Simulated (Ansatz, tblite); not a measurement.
# Ga9As9 wurtzite hole sphere (Ga₉As₉H₂₄): a ladder of methods and basis sets

How do method and basis change the picture of Ga9As9 wurtzite hole sphere (Ga₉As₉H₂₄) (singlet)?

Program: Ansatz 0.2.0, Gaussian basis. Level of theory: as each input shows. These are calculated values, not measurements.

The runs, in order: GFN1-xTB, GFN2-xTB, PBE-D4/def2-TZVP, r2SCAN-D4/def2-TZVP, PBE-D4/def2-SVP, PBE0-D4/def2-SVP.

1 further run of the same task is left out (set aside as unsound or not needed).

### 1 The structure

The geometry is that of the singlet, from an earlier relaxation (PBE-D4/def2-SVP).

42 atoms, charge 0, spin multiplicity 1.

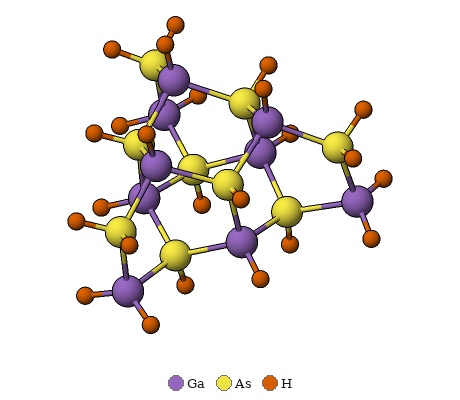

The geometry (gallium purple, arsenic yellow, hydrogen orange).

PBE0-D4/def2-TZVP was run before; its log isn't repeated, and its numbers join the tables.

### 2 GFN1-xTB

Tight binding, by tblite at 300 K electronic temperature and without a spin-polarisation term:

```python
tblite.interface.Calculator('GFN1-xTB', numbers, positions, charge=0, uhf=0).singlepoint()
```

Energy -1265.7075 eV, HOMO -10.55 eV, LUMO -6.61 eV; 0.29 s.

### 3 GFN2-xTB

Tight binding, by tblite at 300 K electronic temperature and without a spin-polarisation term:

```python
tblite.interface.Calculator('GFN2-xTB', numbers, positions, charge=0, uhf=0).singlepoint()
```

Energy -1204.8778 eV, HOMO -10.73 eV, LUMO -6.54 eV; 0.28 s.

### 4 PBE-D4/def2-TZVP

start.molden holds the orbitals of an earlier run on this state, given as this run's starting guess.

The input, in.yaml:

```yaml
crystal:
  periodic: [false, false, false]
  atoms:
    - {symbol: Ga, position_ang: [0.002221, -4.778967, -1.482466]}
    - {symbol: As, position_ang: [-0.005359, -4.513842, 1.059736]}
    - {symbol: As, position_ang: [-0.000046, -2.322335, -1.944430]}
    - {symbol: Ga, position_ang: [-2.095169, -1.210311, -1.254994]}
    - {symbol: Ga, position_ang: [0.000102, -2.319116, 2.246958]}
    - {symbol: As, position_ang: [-1.905763, -1.098946, 1.241692]}
    - {symbol: As, position_ang: [-2.009722, 1.159484, -1.946508]}
    - {symbol: Ga, position_ang: [-4.138298, 2.386982, -1.487768]}
    - {symbol: Ga, position_ang: [-2.009407, 1.162516, 2.244863]}
    - {symbol: As, position_ang: [-3.908044, 2.260381, 1.054756]}
    - {symbol: Ga, position_ang: [2.095323, -1.210443, -1.255783]}
    - {symbol: As, position_ang: [1.906229, -1.100209, 1.240966]}
    - {symbol: As, position_ang: [2.009896, 1.159543, -1.946922]}
    - {symbol: Ga, position_ang: [0.000197, 2.419146, -1.257234]}
    - {symbol: Ga, position_ang: [2.010791, 1.161227, 2.244343]}
    - {symbol: As, position_ang: [0.000924, 2.201690, 1.239654]}
    - {symbol: Ga, position_ang: [4.136708, 2.390164, -1.488354]}
    - {symbol: As, position_ang: [3.912183, 2.254269, 1.054182]}
    - {symbol: H, position_ang: [-1.400325, -5.408641, -1.833960]}
    - {symbol: H, position_ang: [1.409411, -5.403112, -1.825302]}
    - {symbol: H, position_ang: [-1.154138, -5.303463, 1.680615]}
    - {symbol: H, position_ang: [1.127764, -5.318415, 1.690129]}
    - {symbol: H, position_ang: [-0.000410, -2.180078, -3.465902]}
    - {symbol: H, position_ang: [-3.409917, -1.969511, -1.685124]}
    - {symbol: H, position_ang: [0.000596, -2.426301, 3.818775]}
    - {symbol: H, position_ang: [-3.140359, -1.811814, 1.789106]}
    - {symbol: H, position_ang: [-1.884850, 1.086561, -3.467762]}
    - {symbol: H, position_ang: [-5.382722, 1.481506, -1.832410]}
    - {symbol: H, position_ang: [-3.980547, 3.916439, -1.838579]}
    - {symbol: H, position_ang: [-2.103798, 1.217678, 3.816527]}
    - {symbol: H, position_ang: [-5.170212, 1.675976, 1.682541]}
    - {symbol: H, position_ang: [-4.023883, 3.649071, 1.676684]}
    - {symbol: H, position_ang: [3.409997, -1.969415, -1.686506]}
    - {symbol: H, position_ang: [3.141155, -1.812721, 1.788072]}
    - {symbol: H, position_ang: [1.884859, 1.086850, -3.468175]}
    - {symbol: H, position_ang: [-0.000073, 3.936909, -1.688885]}
    - {symbol: H, position_ang: [2.105173, 1.216485, 3.816011]}
    - {symbol: H, position_ang: [0.001152, 3.627769, 1.785879]}
    - {symbol: H, position_ang: [5.383077, 1.489910, -1.839433]}
    - {symbol: H, position_ang: [3.973377, 3.920482, -1.832908]}
    - {symbol: H, position_ang: [5.171688, 1.657472, 1.675607]}
    - {symbol: H, position_ang: [4.040210, 3.639102, 1.682308]}
basis:
  gaussian: {orbitals: def2-TZVP, fitting: {mean_field: def2-universal-jkfit}, initial_orbitals: start.molden}
hamiltonian: {xc: pbe, dispersion: d4}
scf: {omitted_lower_state_checks: [starts]}
output: {forces: true, orbitals: {seedname: orbitals}}
```

Launch:

```bash
$ ansatz run in.yaml --threads 11 --pin off --events-out ev --progress --plain --max-ram 174080MiB --backend cuda --devices 0, --max-vram 75GiB
```

The log of the run, cut to the lines that bear on the results:

```text
Functional definition: PBE
  name "PBE"
  cite "Perdew, Burke & Ernzerhof, Phys. Rev. Lett. 77, 3865 (1996) doi:10.1103/PhysRevLett.77.3865"
  parent pbe
[...]
5220 factors; integrals over basis functions are off by at most 6.3e-1 eV
[...]
mean field -1019223.27689726 eV, -37455.7645716243 hartree, gradient 7.9e-5 eV, S^2 0.000000; 0 other end points of the search recorded, 0 dependent functions left out
[...]
reference -1019223.27701177 eV, -37455.7645758324 hartree; 300, 300 occupied and 708, 708 virtual orbitals, 5220 factors
Total energy: -1019226.77803734 eV, -37455.8932361490 hartree
Atom 0 at     0.002221    -4.778967    -1.482466 Å, force     0.000040    -0.020453    -0.012773 eV/Å
Atom 1 at    -0.005359    -4.513842     1.059736 Å, force    -0.000693    -0.055276     0.048664 eV/Å
Atom 2 at    -0.000046    -2.322335    -1.944430 Å, force     0.000125    -0.006636    -0.045061 eV/Å
Atom 3 at    -2.095169    -1.210311    -1.254994 Å, force    -0.000516    -0.000318    -0.020830 eV/Å
Atom 4 at     0.000102    -2.319116     2.246958 Å, force    -0.000244    -0.012332     0.008135 eV/Å
Atom 5 at    -1.905763    -1.098946     1.241692 Å, force    -0.035305    -0.020523     0.033136 eV/Å
Atom 6 at    -2.009722     1.159484    -1.946508 Å, force    -0.005764     0.003103    -0.045139 eV/Å
Atom 7 at    -4.138298     2.386982    -1.487768 Å, force    -0.017748     0.010400    -0.012558 eV/Å
[...]
Atom 26 at    -1.884850     1.086561    -3.467762 Å, force    -0.005020     0.002921     0.072307 eV/Å
Atom 27 at    -5.382722     1.481506    -1.832410 Å, force     0.034538     0.026950     0.008914 eV/Å
Atom 28 at    -3.980547     3.916439    -1.838579 Å, force    -0.005918    -0.043465     0.008825 eV/Å
Atom 29 at    -2.103798     1.217678     3.816527 Å, force     0.010557    -0.006060    -0.036208 eV/Å
Atom 30 at    -5.170212     1.675976     1.682541 Å, force     0.058955     0.035609    -0.026275 eV/Å
Atom 31 at    -4.023883     3.649071     1.676684 Å, force    -0.001994    -0.068705    -0.025926 eV/Å
Atom 32 at     3.409997    -1.969415    -1.686506 Å, force    -0.028448     0.016410     0.015129 eV/Å
Atom 33 at     3.141155    -1.812721     1.788072 Å, force    -0.055750     0.032015    -0.027868 eV/Å
Atom 34 at     1.884859     1.086850    -3.468175 Å, force     0.005075     0.002797     0.072328 eV/Å
Atom 35 at    -0.000073     3.936909    -1.688885 Å, force     0.000081    -0.032852     0.015022 eV/Å
Atom 36 at     2.105173     1.216485     3.816011 Å, force    -0.010558    -0.006016    -0.036241 eV/Å
Atom 37 at     0.001152     3.627769     1.785879 Å, force     0.000167    -0.064340    -0.027992 eV/Å
Atom 38 at     5.383077     1.489910    -1.839433 Å, force    -0.034643     0.026756     0.009025 eV/Å
Atom 39 at     3.973377     3.920482    -1.832908 Å, force     0.006141    -0.043308     0.008695 eV/Å
Atom 40 at     5.171688     1.657472     1.675607 Å, force    -0.058653     0.036274    -0.025875 eV/Å
Atom 41 at     4.040210     3.639102     1.682308 Å, force     0.001125    -0.068664    -0.026336 eV/Å
Dipole moment:    -0.000146     0.000037     0.621533 e Å
Checks for a lower state left out: starts
```

It took 8 s on 1 × H100 with 11 threads of AMD EPYC 7R13, shared host; peak host memory 1.6 GiB.

From the report: HOMO -5.92 eV, LUMO -2.21 eV.

### 5 r2SCAN-D4/def2-TZVP

Changes to in.yaml since step 4:

```diff
@@ -47,4 +47,4 @@
   gaussian: {orbitals: def2-TZVP, fitting: {mean_field: def2-universal-jkfit}, initial_orbitals: start.molden}
-hamiltonian: {xc: pbe, dispersion: d4}
+hamiltonian: {xc: r2scan, dispersion: d4}
 scf: {omitted_lower_state_checks: [starts]}
-output: {forces: true, orbitals: {seedname: orbitals}}
+output: {orbitals: {seedname: orbitals}}
```

The command is unchanged.

The log of the run:

```text
Functional definition: r2SCAN
  name "r2SCAN"
  cite "Furness, Kaplan, Ning, Perdew & Sun, J. Phys. Chem. Lett. 11, 8208 (2020) doi:10.1021/acs.jpclett.0c02405"
  cite "Furness, Kaplan, Ning, Perdew & Sun, J. Phys. Chem. Lett. 11, 9248 (2020) doi:10.1021/acs.jpclett.0c03077"
  parent r2scan
  parameter k0 = 0.174
  parameter k1 = 0.065
  parameter a1 = 4.9479
  exchange = r2scan_x(k0 = k0, k1 = k1, a1 = a1)
  correlation = r2scan_c
these checks for a lower state are left out or cut short: starts
5220 factors; integrals over basis functions are off by at most 6.3e-1 eV
mean field evaluation 1: about -1019374.3834 eV, gradient 2.4e1 eV
mean field evaluation 2: about -1019374.7612 eV, gradient 5.2e-1 eV
mean field evaluation 4: about -1019374.7337 eV, gradient 1.6e-3 eV
mean field -1019374.73368590 eV, -37461.3305059456 hartree, gradient 2.3e-5 eV, S^2 0.000000; 0 other end points of the search recorded, 0 dependent functions left out
reference -1019374.73372025 eV, -37461.3305072079 hartree; 300, 300 occupied and 708, 708 virtual orbitals, 5220 factors
Total energy: -1019375.67506153 eV, -37461.3651008620 hartree
Checks for a lower state left out: starts
```

Wall time 7.5 s (1 × H100 with 11 threads of AMD EPYC 7R13, shared host); peak host memory 1.4 GiB.

From the report: HOMO -6.17 eV, LUMO -2.05 eV.

### 6 PBE-D4/def2-SVP

Changes to in.yaml since step 5:

```diff
@@ -46,4 +46,4 @@
 basis:
-  gaussian: {orbitals: def2-TZVP, fitting: {mean_field: def2-universal-jkfit}, initial_orbitals: start.molden}
-hamiltonian: {xc: r2scan, dispersion: d4}
+  gaussian: {orbitals: def2-SVP, fitting: {mean_field: def2-universal-jkfit}, initial_orbitals: start.molden}
+hamiltonian: {xc: pbe, dispersion: d4}
 scf: {omitted_lower_state_checks: [starts]}
```

Launched as before.

The log of the run:

```text
Functional definition: PBE
  name "PBE"
  cite "Perdew, Burke & Ernzerhof, Phys. Rev. Lett. 77, 3865 (1996) doi:10.1103/PhysRevLett.77.3865"
  parent pbe
  parameter kappa = 0.804
  parameter beta = 0.06672455060314922
  exchange = pbe_x(kappa = kappa, mu = beta*pi^2/3)
  correlation = pbe_c(beta = beta)
these checks for a lower state are left out or cut short: starts
5220 factors; integrals over basis functions are off by at most 3.6e-1 eV
mean field evaluation 1: about -1019093.9296 eV, gradient 2.6e1 eV
mean field evaluation 2: about -1019094.8869 eV, gradient 9.6e-1 eV
mean field evaluation 4: about -1019094.8765 eV, gradient 5.1e-2 eV
mean field -1019094.87650702 eV, -37451.0459443158 hartree, gradient 4.2e-5 eV, S^2 0.000000; 0 other end points of the search recorded, 0 dependent functions left out
reference -1019094.87660764 eV, -37451.0459480134 hartree; 300, 300 occupied and 396, 396 virtual orbitals, 5220 factors
Total energy: -1019098.37763321 eV, -37451.1746083300 hartree
Checks for a lower state left out: starts
```

It took 7 s on 1 × H100 with 11 threads of AMD EPYC 7R13, shared host; peak host memory 1.3 GiB.

HOMO -5.88 eV, LUMO -2.12 eV.

### 7 PBE0-D4/def2-SVP

Changes to in.yaml since step 6:

```diff
@@ -47,3 +47,3 @@
   gaussian: {orbitals: def2-SVP, fitting: {mean_field: def2-universal-jkfit}, initial_orbitals: start.molden}
-hamiltonian: {xc: pbe, dispersion: d4}
+hamiltonian: {xc: pbe0, dispersion: d4}
 scf: {omitted_lower_state_checks: [starts]}
```

Launched as before.

The log of the run:

```text
Functional definition: PBE0
  name "PBE0"
  cite "Adamo & Barone, J. Chem. Phys. 110, 6158 (1999) doi:10.1063/1.478522"
  cite "Perdew, Burke & Ernzerhof, Phys. Rev. Lett. 77, 3865 (1996) doi:10.1103/PhysRevLett.77.3865"
  parent pbe
  parameter a = 0.25
  parameter kappa = 0.804
  parameter beta = 0.06672455060314922
  exchange = (1 - a)*pbe_x(kappa = kappa, mu = beta*pi^2/3) + a*exact_x
  correlation = pbe_c(beta = beta)
these checks for a lower state are left out or cut short: starts
5220 factors; integrals over basis functions are off by at most 3.6e-1 eV
mean field evaluation 1: about -1019122.1236 eV, gradient 1.1e1 eV
mean field evaluation 2: about -1019122.2399 eV, gradient 1.2e-1 eV
mean field evaluation 4: about -1019122.2270 eV, gradient 7.7e-5 eV
mean field -1019122.22700720 eV, -37452.0510566587 hartree, gradient 8.3e-5 eV, S^2 0.000000; 0 other end points of the search recorded, 0 dependent functions left out
reference -1019122.22708212 eV, -37452.0510594118 hartree; 300, 300 occupied and 396, 396 virtual orbitals, 5220 factors
Total energy: -1019125.41868914 eV, -37452.1683488067 hartree
Checks for a lower state left out: starts
```

Wall time 6 s (1 × H100 with 11 threads of AMD EPYC 7R13, shared host); peak host memory 1.3 GiB.

Report: HOMO -6.86 eV, LUMO -1.43 eV.

### 8 Comparison

```
              level  functions  HOMO (eV)  LUMO (eV)  gap (eV)   time
    PBE-D4/def2-SVP        696      -5.88      -2.12      3.76    7 s
   PBE-D4/def2-TZVP       1008      -5.92      -2.21      3.71    8 s
r2SCAN-D4/def2-TZVP       1008      -6.17      -2.05      4.12  7.5 s
   PBE0-D4/def2-SVP        696      -6.86      -1.43      5.42    6 s
  PBE0-D4/def2-TZVP       1008      -6.86      -1.51      5.36   12 s
```

### 9 Binding energy

Free atoms were run apart at each level; binding is atoms less cluster, divided by the number of atoms, without zero-point or spin-orbit terms.

```
              level  binding an atom (eV)
    PBE-D4/def2-SVP                 2.619
   PBE-D4/def2-TZVP                 2.614
r2SCAN-D4/def2-TZVP                 2.634
   PBE0-D4/def2-SVP                 2.613
  PBE0-D4/def2-TZVP                 2.607
```

### 10 What came out

| quantity | value |
| --- | --- |
| gap in def2-TZVP, named functionals, smallest and largest | 3.71 eV (PBE-D4), 5.36 eV (PBE0-D4) |
| binding an atom, functionals in def2-TZVP | 2.61 (PBE0-D4) to 2.63 eV (r2SCAN-D4) |
| PBE0 total energy, smallest basis above largest | 127.93 eV (def2-SVP, def2-TZVP) |

In words: Orbital gaps of the named functionals in def2-TZVP span 3.71 eV (PBE-D4) to 5.36 eV (PBE0-D4); exact exchange widens it.

The slowest run with a step of its own, PBE-D4/def2-TZVP, took 8 s; the quickest functional in def2-TZVP took 7.5 s (shared host).
